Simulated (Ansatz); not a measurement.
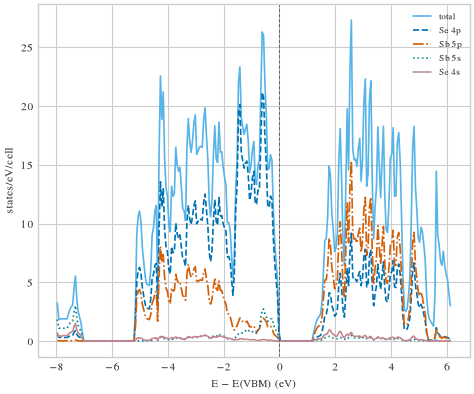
Figure: Total and projected density of states of Sb2Se3 in space group Pnma (No. 62; Pearson symbol oP20), r²SCAN in the plane-wave PAW code Ansatz

### Question
Which orbitals carry the states next to the gap?

### Answer
Top 1 eV of the valence band: Se 4p 81 %, Sb 5s 10 %, Sb 5p 7 %. Bottom 1 eV of the conduction band: Sb 5p 59 %, Se 4p 27 %, Se 4s 6 %. Projections are on Löwdin-orthogonalised atomic valence shells; empty p or d shells of many metals are not among them.

### Question
Where is the tallest occupied peak in this window, and what makes it?

### Answer
Near -0.6 eV, about 26 states/eV per cell; the largest projected share is Se 4p.

The r²SCAN relaxation kept the symmetry of its start. A crystal of weakly bound chains computed without a dispersion correction: the cell and the soft elastic constants depend strongly on that. Scalar-relativistic: spin–orbit coupling is off unless named, which matters more the heavier the elements.

Potentials: the later of the program's two PAW sets.
